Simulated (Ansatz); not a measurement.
Consider NbP3Pd2.

Input

```
crystal:
  lattice:
    - [-2.4817155225, 2.6871516169, 3.3508917652]
    - [2.4817155225, -2.6871516169, 3.3508917652]
    - [2.4817155225, 2.6871516169, -3.3508917652]
  atoms:
    - { symbol: Nb, position: [-0.0152134479, -0.0152134479, 0.0] }
    - { symbol: P, position: [0.6419440631, 0.3793406063, 0.7373965432] }
    - { symbol: P, position: [0.6419440631, 0.9045475199, 0.2626034568] }
    - { symbol: P, position: [0.1943079349, 0.6943079349, 0.5] }
    - { symbol: Pd, position: [0.6378033609, 0.3935086935, 0.2442946674] }
    - { symbol: Pd, position: [0.149214026, 0.3935086935, 0.7557053326] }
kpoints:
  mp_grid: { grid: [6, 6, 6] }
hamiltonian:
  xc: r2scan
  dispersion: rvv10
scf:
  occupations: { method: fermi_dirac, width: 0.03 }
relax:
  f_tol: 0.01
  cell: {}
  max_steps: 120
output:
  write_density: true
  write_potential: true
  elf: true
  volumetric_format: npy
```

Command:

```sh
ansatz run input.yaml --threads 2 --pin off --max-ram 20275MiB --backend cpu --events-out ev --progress --plain --runs-dir out
```

Below, planes, directions and counts refer to the conventional cell (a = 4.61 Å, b = 6.48 Å, c = 6.50 Å, α = 90.00°, β = 90.00°, γ = 90.00°).

The fields are those of the relaxed geometry.

Space group Imm2; a structure from a database of computed crystals, not necessarily the ambient phase; started from the PrCu3Pd2-44 prototype, which need not be the ambient phase.

Theory: Ansatz, DFT, r2SCAN+rVV10, plane waves, PAW.

Q: What will maps of the valence pseudo-density and electron localisation function show?

A: P–P (2.15 Å): the density is about 0.83 e/Å³ at the midpoint; the ELF peaks at about 0.85 between the atoms.
P–Pd (2.43 Å): the density is about 0.52 e/Å³ at the midpoint; the ELF peaks at about 0.75 in the valence shell of P, 0.8 Å from its nucleus, and is about 0.35 at the midpoint.
Nb–P (2.49 Å): the density is about 0.54 e/Å³ at the midpoint; the ELF peaks at about 0.85 in the valence shell of P, 0.8 Å from its nucleus, and is about 0.50 at the midpoint.

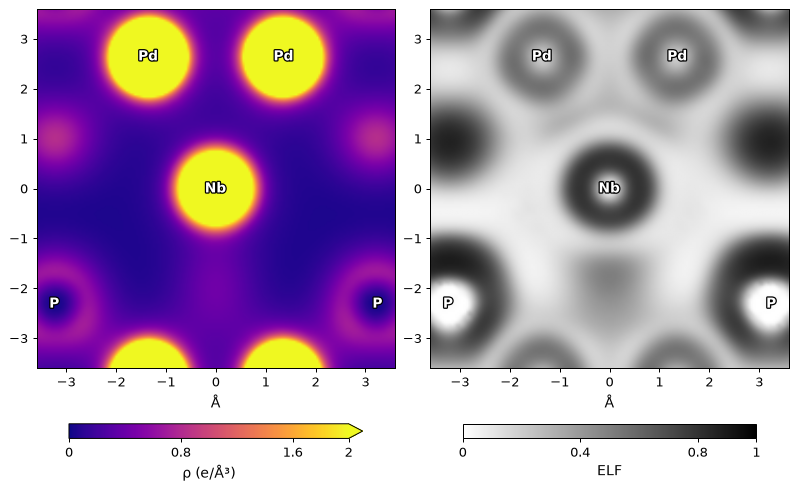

Computed valence pseudo-density and electron localisation function on the (100) plane of the conventional cell, in this order. 

Core electrons are frozen (PAW), and the valence fields are smoothed inside the atomic spheres.
